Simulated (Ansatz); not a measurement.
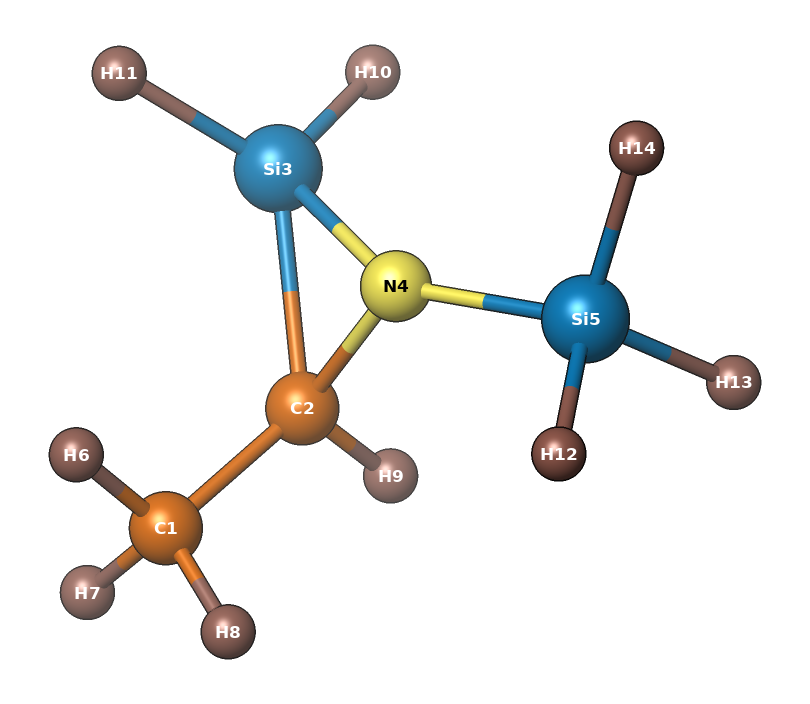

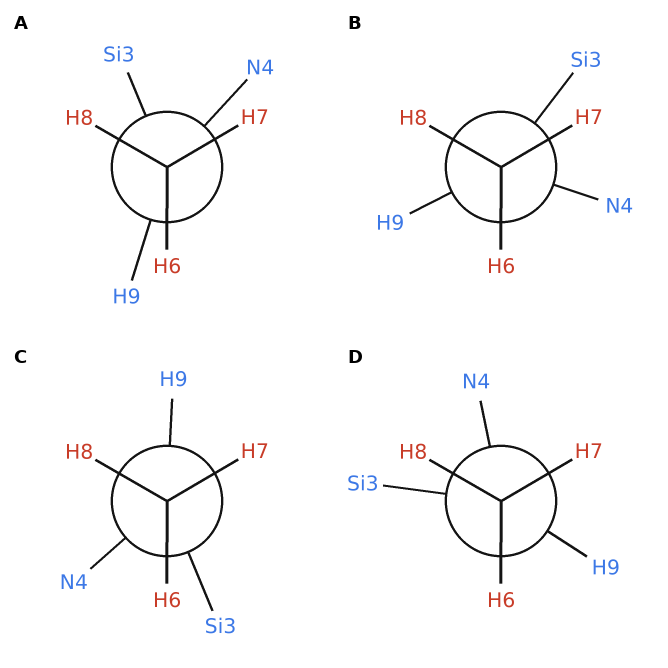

Atoms fade into the background with distance from the viewer. Bonds that would overlap in a projection are set slightly apart. The geometry was computed by an optimisation with PBE0-D4/def2-TZVP. No frequency run is at hand to confirm it as a minimum.

Q: Which Newman projection shows the view along C1–C2, with C1 in front?

A: C. The torsion angle H6–C1–C2–Si3 is −23°, synperiplanar.
